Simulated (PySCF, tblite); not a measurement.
# C₄H₈NO₂Si radical: geometry, infrared bands and EPR parameters

Aim: predict the infrared bands and EPR parameters of C₄H₈NO₂Si radical (`C=N[C]1OC[SiH2]CO1`).

Programs: tblite 0.8.0 and PySCF 2.14.0, with density-fitted response routines of our own. Each step states its level of theory. These are calculated values for one molecule in the gas phase, unless marked as measured. Atoms are numbered from 0 throughout.

### 1 The starting structure

16 atoms, charge 0, multiplicity 2; geometry from: force field or distance geometry start.

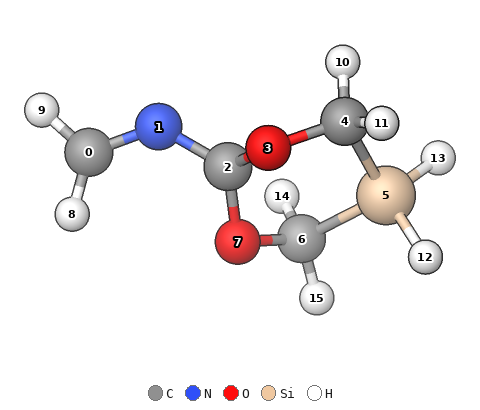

As it starts; carbon grey, nitrogen blue, oxygen red, silicon light orange, hydrogen white, atoms numbered.

### 2 Geometry optimisation with GFN2-xTB

The job: settings as JSON, then the geometry in Å.

```
{"job": {"kind": "relax", "xc": "GFN2-xTB", "basis": "xTB"}, "charge": 0, "multiplicity": 2}
C      3.075600    -0.186000    -0.024700
N      1.904600    -0.604500    -0.279900
C      0.701600    -0.325000     0.337100
O     -0.005600    -1.366200     0.864900
C     -1.275200    -1.447300     0.262100
Si    -1.977800     0.307100     0.284000
C     -0.541500     1.515800     0.204800
O      0.508700     0.900900     0.917300
H      3.322600     0.525100     0.757200
H      3.901900    -0.548700    -0.630900
H     -1.193300    -1.794400    -0.792600
H     -1.930800    -2.079800     0.886500
H     -2.703600     0.449400     1.564000
H     -2.810900     0.566800    -0.883100
H     -0.162500     1.591700    -0.845600
H     -0.821400     2.504000     0.634900
```

The run is started by

```bash
> OMP_NUM_THREADS=1 python probes_run.py task.json out
```

One launch serves the whole session: the jobs run in the order shown.

What it wrote:

```text
step      E/eV     max force
  0    -688.74167    3.408
  1    -689.01957    1.843
  2    -689.19722    1.767
  3    -689.35309    0.950
  4    -689.42323    0.604
  5    -689.45586    0.570
  6    -689.49023    0.469
  7    -689.51476    0.402
  8    -689.53667    0.388
  9    -689.55746    0.384
 10    -689.57826    0.345
 11    -689.59267    0.317
 12    -689.60140    0.213
 13    -689.60749    0.159
 14    -689.61267    0.176
 15    -689.61701    0.168
 16    -689.62021    0.139
 17    -689.62308    0.173
 18    -689.62634    0.190
 19    -689.63000    0.164
 20    -689.63348    0.154
 21    -689.63652    0.147
 22    -689.63950    0.182
 23    -689.64302    0.162
 24    -689.64704    0.150
 25    -689.65086    0.154
 26    -689.65397    0.136
 27    -689.65635    0.121
 28    -689.65809    0.103
 29    -689.65928    0.083
 30    -689.66026    0.089
 31    -689.66133    0.116
 32    -689.66246    0.108
 33    -689.66357    0.112
 34    -689.66465    0.084
 35    -689.66599    0.087
 36    -689.66708    0.092
 37    -689.66886    0.123
 38    -689.67017    0.098
 39    -689.67106    0.081
 40    -689.67174    0.077
 41    -689.67260    0.103
 42    -689.67412    0.139
 43    -689.67581    0.123
 44    -689.67729    0.106
 45    -689.67815    0.079
 46    -689.67906    0.073
 47    -689.68027    0.099
 48    -689.68190    0.108
 49    -689.68361    0.149
 50    -689.68540    0.147
 51    -689.68768    0.114
 52    -689.69057    0.169
 53    -689.69347    0.157
 54    -689.69510    0.112
 55    -689.69600    0.171
 56    -689.69759    0.077
 57    -689.69861    0.077
 58    -689.70107    0.165
 59    -689.70356    0.124
 60    -689.70587    0.128
 61    -689.70737    0.106
 62    -689.70896    0.097
 63    -689.71034    0.129
 64    -689.71202    0.127
 65    -689.71317    0.082
 66    -689.71375    0.055
 67    -689.71402    0.040
 68    -689.71423    0.044
 69    -689.71445    0.045
 70    -689.71469    0.032
 71    -689.71487    0.032
 72    -689.71502    0.026
 73    -689.71515    0.026
 74    -689.71528    0.028
 75    -689.71542    0.028
 76    -689.71558    0.033
 77    -689.71575    0.038
 78    -689.71595    0.040
 79    -689.71618    0.046
 80    -689.71647    0.039
 81    -689.71679    0.038
 82    -689.71708    0.033
 83    -689.71729    0.033
 84    -689.71744    0.028
 85    -689.71756    0.026
 86    -689.71767    0.035
 87    -689.71784    0.033
 88    -689.71825    0.040
 89    -689.71864    0.065
 90    -689.71924    0.087
 91    -689.71992    0.071
 92    -689.71280    0.609
 93    -689.72126    0.064
 94    -689.72226    0.068
 95    -689.70976    0.536
 96    -689.72146    0.070
 97    -689.72080    0.069
 98    -689.72452    0.287
 99    -689.72371    0.297
100    -689.72268    0.410
101    -689.72325    0.318
102    -689.72291    0.340
103    -689.72454    0.274
104    -689.72669    0.272
105    -689.74282    0.254
106    -689.69567    0.979
107    -689.75095    0.157
108    -689.75327    0.160
109    -689.75783    0.176
110    -689.76048    0.197
111    -689.76367    0.160
112    -689.76580    0.222
113    -689.76798    0.160
114    -689.76998    0.151
115    -689.77297    0.135
116    -689.77522    0.131
117    -689.77733    0.152
118    -689.77960    0.118
119    -689.78137    0.097
120    -689.78256    0.087
121    -689.78383    0.109
122    -689.78539    0.106
123    -689.78675    0.084
124    -689.78785    0.100
125    -689.78931    0.099
126    -689.79067    0.088
127    -689.79174    0.102
128    -689.79280    0.103
129    -689.79378    0.109
130    -689.79517    0.083
131    -689.79606    0.083
132    -689.79701    0.065
133    -689.79786    0.085
134    -689.79846    0.098
135    -689.79876    0.101
136    -689.79908    0.088
137    -689.79943    0.063
138    -689.80022    0.049
139    -689.80067    0.064
140    -689.80144    0.062
141    -689.80214    0.063
142    -689.80267    0.065
143    -689.80341    0.062
144    -689.80403    0.071
145    -689.80448    0.064
146    -689.80482    0.055
147    -689.80509    0.037
148    -689.80539    0.043
149    -689.80566    0.039
150    -689.80588    0.035
151    -689.80601    0.028
152    -689.80610    0.024
153    -689.80615    0.016
154    -689.80619    0.014
155    -689.80622    0.016
156    -689.80625    0.020
157    -689.80629    0.020
158    -689.80635    0.019
159    -689.80643    0.016
160    -689.80652    0.022
161    -689.80663    0.028
162    -689.80678    0.037
163    -689.80693    0.041
164    -689.80705    0.030
165    -689.80713    0.019
166    -689.80719    0.022
167    -689.80728    0.023
168    -689.80739    0.030
169    -689.80753    0.033
170    -689.80765    0.024
171    -689.80773    0.022
172    -689.80781    0.025
173    -689.80791    0.034
174    -689.80806    0.045
175    -689.80829    0.049
176    -689.80859    0.041
177    -689.80894    0.055
178    -689.80851    0.109
179    -689.80944    0.040
180    -689.80965    0.034
181    -689.80998    0.036
182    -689.81010    0.026
183    -689.81036    0.032
184    -689.81050    0.039
185    -689.81068    0.038
186    -689.81091    0.038
187    -689.81118    0.076
188    -689.81159    0.081
189    -689.81134    0.126
190    -689.81238    0.041
191    -689.81260    0.083
192    -689.81283    0.056
193    -689.81317    0.066
194    -689.81345    0.041
195    -689.81380    0.048
196    -689.81411    0.100
197    -689.81436    0.066
198    -689.81462    0.057
199    -689.81464    0.167
200    -689.81527    0.059
201    -689.81569    0.057
202    -689.81284    0.383
203    -689.81677    0.092
204    -689.81731    0.083
205    -689.81822    0.107
206    -689.81813    0.210
207    -689.81904    0.073
208    -689.81946    0.047
209    -689.82029    0.093
210    -689.82096    0.094
211    -689.82145    0.046
212    -689.82161    0.041
213    -689.82175    0.035
214    -689.82193    0.028
215    -689.82208    0.032
216    -689.82219    0.032
217    -689.82236    0.038
218    -689.82257    0.041
219    -689.82281    0.040
220    -689.82324    0.053
221    -689.82374    0.057
222    -689.82421    0.046
223    -689.82456    0.046
224    -689.82482    0.068
225    -689.82515    0.071
226    -689.82545    0.042
227    -689.82579    0.034
228    -689.82590    0.034
229    -689.82601    0.027
230    -689.82609    0.022
231    -689.82616    0.022
232    -689.82621    0.018
233    -689.82624    0.014
234    -689.82627    0.017
235    -689.82631    0.010
236    -689.82633    0.010
```

Run time: 1.2 s. Hardware: 1 thread of AMD EPYC 9R45, shared host.

Along the way: (not every step is listed)

```
step  energy from step 0 (eV)  largest force (eV/Å)
   0                   0.0000                3.4084
   1                  -0.2779                1.8433
   2                  -0.4556                1.7672
   3                  -0.6114                0.9502
   4                  -0.6816                0.6044
   5                  -0.7142                0.5705
   6                  -0.7486                0.4691
   7                  -0.7731                0.4018
   8                  -0.7950                0.3882
  30                  -0.9186                0.0891
  52                  -0.9489                0.1693
  74                  -0.9736                0.0284
  96                  -0.9798                0.0703
 118                  -1.0379                0.1175
 140                  -1.0598                0.0625
 162                  -1.0651                0.0372
 184                  -1.0688                0.0386
 206                  -1.0765                0.2102
 228                  -1.0842                0.0340
 231                  -1.0845                0.0218
 232                  -1.0845                0.0175
 233                  -1.0846                0.0136
 234                  -1.0846                0.0166
 235                  -1.0846                0.0103
 236                  -1.0847                0.0099
```

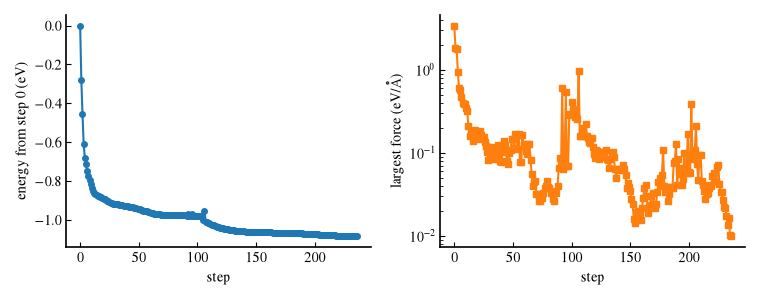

Energy and largest force along the relaxation.

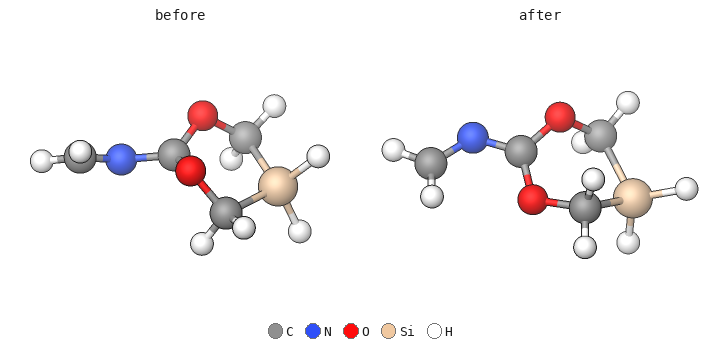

The geometry before (left) and after (right).

Close pairs (by a distance rule), those that changed most:

| bond | before (Å) | after (Å) | change (Å) |
| --- | --- | --- | --- |
| N1–C2 | 1.381 | 1.297 | -0.083 |
| C0–N1 | 1.269 | 1.309 | +0.040 |
| Si5–C6 | 1.879 | 1.913 | +0.034 |
| O3–C4 | 1.408 | 1.442 | +0.034 |
| C6–H14 | 1.119 | 1.090 | -0.030 |
| C4–Si5 | 1.890 | 1.917 | +0.027 |
| C2–O3 | 1.365 | 1.344 | -0.021 |
| C4–H10 | 1.113 | 1.096 | -0.018 |

The end geometry stands in the next job.

### 3 Harmonic vibrations with GFN2-xTB

The job: settings as JSON, then the geometry in Å.

```
{"job": {"kind": "ir", "xc": "GFN2-xTB", "basis": "xTB"}, "charge": 0, "multiplicity": 2}
C      3.095398    -0.231733    -0.227757
N      2.063663    -0.877302     0.255067
C      0.895104    -0.351280     0.456822
O     -0.011679    -1.058321     1.153211
C     -1.257671    -1.330593     0.481142
Si    -2.089343     0.318651    -0.033625
C     -0.636309     1.472682     0.431970
O      0.567131     0.876273    -0.037148
H      3.110492     0.836892    -0.403330
H      3.974359    -0.813624    -0.434743
H     -1.057350    -1.994976    -0.366597
H     -1.836048    -1.892607     1.214508
H     -3.269350     0.629669     0.769681
H     -2.319340     0.351506    -1.477577
H     -0.667385     2.453418    -0.042029
H     -0.569270     1.620287     1.516477
```

What it wrote:

```text
mode    cm-1     km/mol
  1      40.0      0.39
  2     107.5      5.11
  3     147.5      4.70
  4     192.8      5.37
  5     219.5     13.32
  6     302.8      9.06
  7     326.1      6.81
  8     433.0     10.40
  9     471.4     38.58
 10     516.4     11.92
 11     528.5      9.16
 12     592.7     13.64
 13     625.3     17.29
 14     646.1    107.70
 15     691.7      4.36
 16     718.5     28.74
 17     729.8     72.18
 18     748.4    154.68
 19     761.6    126.53
 20     790.2    107.24
 21     829.4      3.54
 22     984.4     35.85
 23    1033.8     47.71
 24    1106.4     93.23
 25    1150.9     83.41
 26    1191.9     19.55
 27    1219.7    151.11
 28    1255.1      0.96
 29    1266.5     99.39
 30    1324.8    105.56
 31    1436.3     31.92
 32    1442.7      3.08
 33    1447.3      6.90
 34    1518.7     90.80
 35    2284.1    206.55
 36    2295.1    365.97
 37    2897.3     29.98
 38    2903.9     29.74
 39    2985.2     12.75
 40    2989.8     16.47
 41    3012.1     57.07
 42    3131.7     15.55
```

Run time: 0.42 s. Hardware: 1 thread of AMD EPYC 9R45, shared host.

The strongest bands and the atoms that carry them (share of the mass-weighted mode):

| cm⁻¹ | km/mol | atoms |
| --- | --- | --- |
| 646 | 107.7 | H13 46 %, H12 31 % |
| 748 | 154.7 | Si5 31 %, C6 22 %, H12 16 %, C4 11 % |
| 762 | 126.5 | H10 17 %, C4 16 %, H13 15 %, H11 12 % |
| 790 | 107.2 | H14 20 %, C6 17 %, H15 14 %, H11 12 % |
| 1220 | 151.1 | H15 31 %, H10 19 %, C2 16 %, H14 11 % |
| 1325 | 105.6 | H8 24 %, N1 21 %, C2 19 %, H9 17 % |
| 2284 | 206.6 | H13 93 % |
| 2295 | 366.0 | H12 93 % |

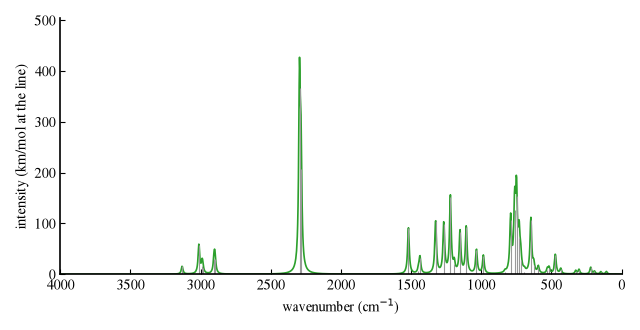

The infrared spectrum from these modes, unscaled. Lines are broadened to a width of 14 cm⁻¹ (Lorentzian).

### 4 EPR parameters: B3LYP/pcH-1

The job, as its differences from that of step 3:

```diff
@@ -1,2 +1,2 @@
-{"job": {"kind": "ir", "xc": "GFN2-xTB", "basis": "xTB"}, "charge": 0, "multiplicity": 2}
+{"job": {"kind": "epr", "basis": "pcH-1"}, "charge": 0, "multiplicity": 2}
 C      3.095398    -0.231733    -0.227757
```

Level: UKS B3LYP, pcH-1 on C H N O Si, non-relativistic, mean-field spin-orbit, GIAO.

What it wrote:

```text
UKS, coarse grid
  cycle   1  E = -651.74710511  |g| = 5.89e-01
  cycle   2  E = -651.59413252  |g| = 8.89e-01
  cycle   3  E = -651.87307180  |g| = 5.88e-02
  cycle   4  E = -651.87414034  |g| = 3.67e-02
  cycle   5  E = -651.87476485  |g| = 1.39e-02
  cycle   6  E = -651.87487463  |g| = 6.45e-03
  cycle   7  E = -651.87490114  |g| = 2.75e-03
  cycle   8  E = -651.87490726  |g| = 1.58e-03
  cycle   9  E = -651.87490897  |g| = 3.60e-04
UKS, final grid
  cycle   1  E = -651.87491968  |g| = 5.92e-04
  cycle   2  E = -651.87491938  |g| = 1.06e-03
  cycle   3  E = -651.87491982  |g| = 8.69e-05
  cycle   4  E = -651.87491982  |g| = 1.57e-05
E = -651.87491982 Eh   <S^2> = 0.7659 (exact 0.7500)
g shifts (ppm)      1          2          3
  rmc          -176       -176       -176
  gc              5         37         37
  oz_so          27        566       1306
  total        -144        427       1167
hyperfine (MHz)  atom isotope    a_iso     a_fc   dipolar eigenvalues
    0   13C      60.52      60.61    -57.40    -54.62    112.02
    1   14N     -10.70     -10.69    -10.20      4.89      5.32
    2   13C      49.42      49.44    -43.72    -41.88     85.60
    3   17O     -32.44     -32.44    -16.05      7.40      8.65
    4   13C      40.11      40.11     -2.85     -2.47      5.32
    5  29Si       0.43       0.42     -0.86      0.18      0.68
    6   13C       2.96       2.96     -1.01     -0.54      1.55
    7   17O     -14.27     -14.29    -28.72     13.15     15.57
    8    1H     -44.61     -44.62    -23.98     -1.32     25.30
    9    1H     -46.57     -46.57    -27.48     -0.14     27.63
   10    1H       1.74       1.74     -3.01     -1.29      4.30
   11    1H      -0.90      -0.90     -2.18     -1.57      3.76
   12    1H       0.51       0.51     -0.65     -0.61      1.26
   13    1H       0.27       0.27     -0.90     -0.82      1.72
   14    1H      -0.29      -0.29     -1.69     -1.59      3.28
   15    1H       9.08       9.08     -2.08     -1.79      3.88
```

Run time: 54 s. Hardware: 1 thread of AMD EPYC 9R45, shared host; peak memory 1 GiB.

Principal g values 2.00217, 2.00275, 2.00349; g(iso) = 2.00280, against 2.00232 for a free electron.

Hyperfine couplings; where a row names several nuclei, a(iso) is their mean (it holds for fast rotation or exchange) and the dipolar term the largest among them:

```csv
nuclei,isotope,a(iso) (MHz),"a(iso) (G, at g = 2.0023)",largest dipolar term (MHz)
C0,13C,60.5,21.6,112.0
C2,13C,49.4,17.6,85.6
H9,1H,-46.6,-16.6,27.6
H8,1H,-44.6,-15.9,25.3
"O3, O7",17O,-23.4,-8.3,-28.7
"C4, C6",13C,21.5,7.7,5.3
N1,14N,-10.7,-3.8,-10.2
"H10, H11, H14, H15",1H,2.4,0.9,4.3
Si5,29Si,0.4,0.2,-0.9
"H12, H13",1H,0.4,0.1,1.7
```

Mulliken spin populations:

C0 0.72; N1 -0.15; C2 0.40; O3 0.02; C4 0.02; Si5 0.00; C6 0.00; O7 0.05; H8 -0.03; H9 -0.04; H10 0.01; H11 0.00; H12 0.00; H13 0.00; H14 0.00; H15 0.01

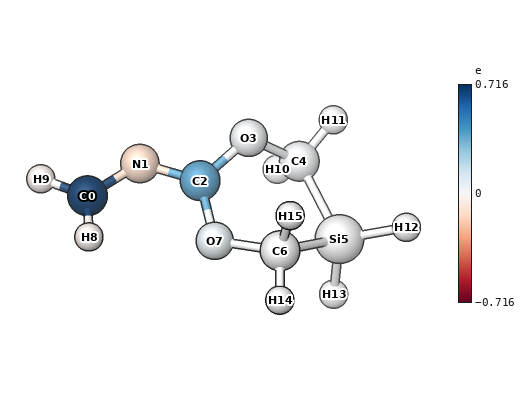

Mulliken spin populations, as colours on the atoms.

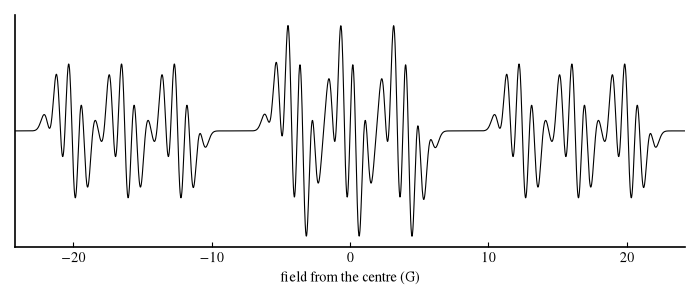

First-order isotropic spectrum (first derivative, main isotopes with spin only, couplings over 0.8 MHz, Gaussian width 0.3 G; couplings of the frozen geometry, rotation of groups not averaged beyond the rows shown).

Orbitals, density, ELF and potential are computed afterwards from the orbital file.

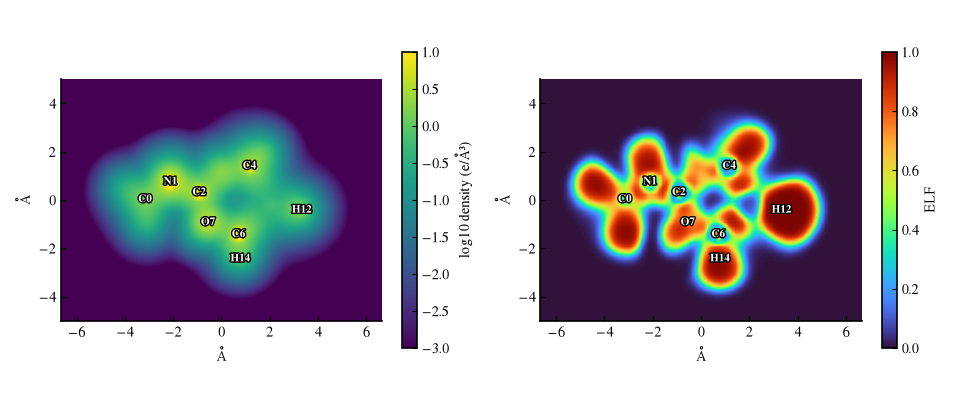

Density (left) and ELF (right) in a plane through or near 8 of the atoms.

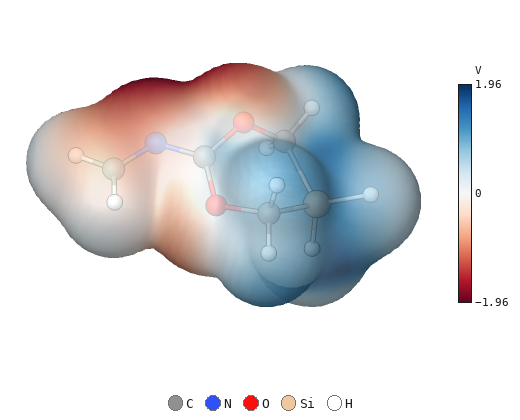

Electrostatic potential on the surface of density 0.002 e/bohr³; red is low, blue high. It runs from -1.96 V near N1 to 1.68 V near H13.

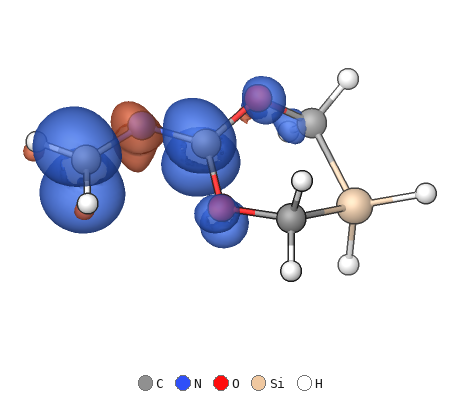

Spin density at ±0.03 e/Å³ (alpha excess blue, beta excess red).

### 5 What came out

| quantity | value |
| --- | --- |
| strongest single infrared mode (GFN2-xTB) | 2295 cm⁻¹, 366 km/mol |
| zero-point energy (GFN2-xTB) | 70.5 kcal/mol |
| g(iso) (B3LYP) | 2.00280 |
| ⟨S²⟩ | 0.766 (exact 0.75) |
| largest a(iso) (averaged by class) | 13C on C0, 60.5 MHz |
| potential on the surface of density 0.002 e/bohr³, 1st and 99th percentile | -1.96 V and 1.68 V |

The optimisation took 236 steps and gained 1.085 eV; among the close pairs (by a distance rule), N1–C2 changed most, from 1.381 to 1.297 Å. All 42 modes are real, so the xTB geometry is a minimum. The strongest single mode, at 2295 cm⁻¹, moves mainly H12. GFN2-xTB is a fitted tight-binding method: band positions and strengths are rough. Its intensities can rank the bands wrongly. C0 carries the largest spin population, 0.72 e. The isotropic g lies 0.5 ppt above the free-electron value. The conformer search found further structures of the same energy, which may be mirror or relabelled copies of this one.
